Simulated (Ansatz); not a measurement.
## Ligand exchange: C2HCl3Sn + KH → C2H2Cl2Sn + KCl

Species: C2HCl3Sn `C#[C][Sn]([Cl])([Cl])[Cl]`, singlet; KH, singlet; C2H2Cl2Sn `C#[C][SnH]([Cl])[Cl]`, singlet; KCl, singlet. The partners trade Cl for H: Sn–Cl and K–H bonds give way to Sn–H and K–Cl.

Shapes, held fixed at every level: PBE0-D4/def2-TZVP. Programs: Ansatz 0.2.0. The zero-point and thermal change to 298 K, harmonic and unscaled (PBE0-D4/def2-TZVP), is +8.3 kJ/mol.

```
               level                   kind  ΔH(298 K) (kJ/mol)  less CCSD(T)/def2-TZVPP
       HF/def2-TZVPP           Hartree–Fock              -198.3                    -16.4
r2SCAN-D4/def2-TZVPP               meta-GGA              -183.6                     -1.7
 BHLYP-D4/def2-TZVPP          global hybrid              -183.7                     -1.8
   B2PLYP/def2-TZVPP          double hybrid              -185.0                     -3.1
        MP2/def2-SVP    perturbation theory              -173.5                     +8.4
       CCSD/def2-SVP  coupled cluster or CI              -172.7                     +9.2
     CCSD/def2-TZVPP  coupled cluster or CI              -186.9                     -5.0
  CCSD(T)/def2-TZVPP  coupled cluster or CI              -181.9                      0.0
```

The highest level, CCSD(T)/def2-TZVPP, gives ΔH(298 K) = -181.9 kJ/mol; the levels span -198.3 to -172.7. The column of differences is taken from that level and isn't an error. No measured value is set beside it here. For atoms past krypton def2 sets carry core potentials with scalar relativity. Outer-core shells of K, Sn are correlated, in sets that cover them unevenly.

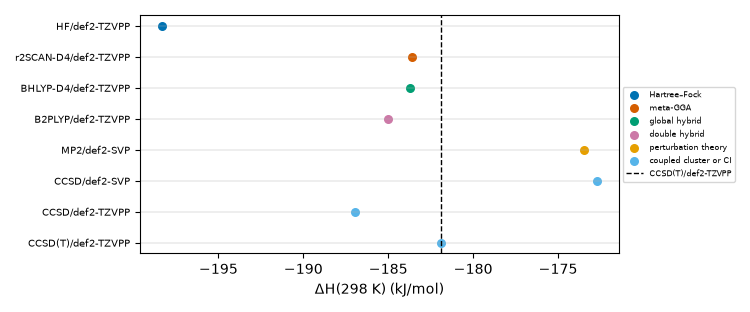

The values of the table, level by level.
